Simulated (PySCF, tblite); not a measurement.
**C4H4N3 radical: geometry, infrared bands and EPR parameters**

What infrared bands and EPR parameters should C4H4N3 radical (`[H]/N=C(\[CH]C#N)N=C`) show?

Programs: tblite 0.8.0 and PySCF 2.14.0, with density-fitted response routines of our own. Each step states its level of theory. These are calculated values for one molecule in the gas phase, unless marked as measured. Atoms count from 0, in the outputs and in this text.

### 1 The molecule as given

11 atoms, charge 0, multiplicity 2; geometry from: force field or distance geometry start.

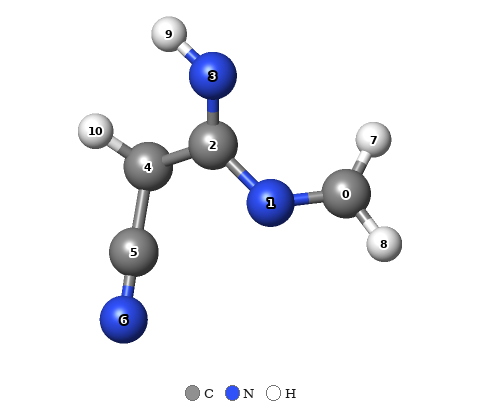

As it starts; carbon grey, nitrogen blue, hydrogen white, atoms numbered.

### 2 Optimising the geometry with GFN2-xTB

Job settings and geometry (Å):

```
{"job": {"kind": "relax", "xc": "GFN2-xTB", "basis": "xTB"}, "charge": 0, "multiplicity": 2}
C      1.975200    -0.697300    -0.085100
N      0.751400    -0.569300     0.304100
C     -0.071800     0.526300     0.030900
N      0.224400     1.737500     0.316000
C     -1.375100     0.243200    -0.645600
C     -1.835800    -1.088600    -0.247400
N     -2.174300    -2.138300     0.075400
H      2.501500     0.034000    -0.681100
H      2.503900    -1.610300     0.215000
H     -0.409300     2.529900     0.109900
H     -2.084700     1.035400    -0.378300
```

Command:

```bash
$ OMP_NUM_THREADS=1 python probes_run.py task.json out
```

This one command runs all jobs of the session in turn.

**Question.** This job is followed by: GFN2-xTB harmonic vibrations, gas phase; UKS B3LYP, pcH-1 on C H N, non-relativistic, mean-field spin-orbit, GIAO. Predict these results of the whole session: strongest single infrared mode (GFN2-xTB); zero-point energy (GFN2-xTB); g(iso) (B3LYP); ⟨S²⟩; largest a(iso); surface potential, least and greatest.

The runs gave:

| quantity | value |
| --- | --- |
| strongest single infrared mode (GFN2-xTB) | 1269 cm⁻¹, 120 km/mol |
| zero-point energy (GFN2-xTB) | 45.7 kcal/mol |
| g(iso) (B3LYP) | 2.00347 |
| ⟨S²⟩ | 0.778 (exact 0.75) |
| largest a(iso) | 13C on C4, 61.7 MHz |
| surface potential, least and greatest | -1.58 V and 1.93 V |

What this shows: Relaxing lowered the energy by 0.807 eV in 79 steps; the close pair that moved most is C4–C5, from 1.464 to 1.375 Å. No mode is imaginary among the 27: a minimum at this level. The strongest single mode, at 1269 cm⁻¹, is spread over many atoms; the largest shares are those of C2, H9. GFN2-xTB is a fitted tight-binding method: band positions and strengths are rough. Its intensities can rank the bands wrongly. C4 carries the largest spin population, 0.71 e. The isotropic g lies 1.2 ppt above the free-electron value.
